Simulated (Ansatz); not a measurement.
The starting structures come from a database of crystals and need not be the phases stable at ambient conditions.

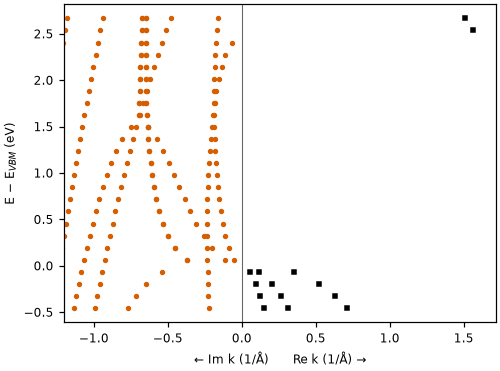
*Complex bands at the centre of the two-dimensional zone; r2SCAN run with Ansatz (a quantum-chemistry and plane-wave program)*

The gap is the functional's own. No spin-orbit coupling. Mid-gap values are those at the computed energy nearest the middle.

Question: This is MgSe (Fm-3m, rock salt, 2 atoms a cell, 20.4 Å³ an atom) along the normal of (110). Read off the slowest decay at the centre of the two-dimensional zone at 1.24 eV, the computed energy nearest the middle of the gap.

Answer: κ ≈ 0.18 1/Å, a decay length 1/(2κ) of the density of 2.8 Å.
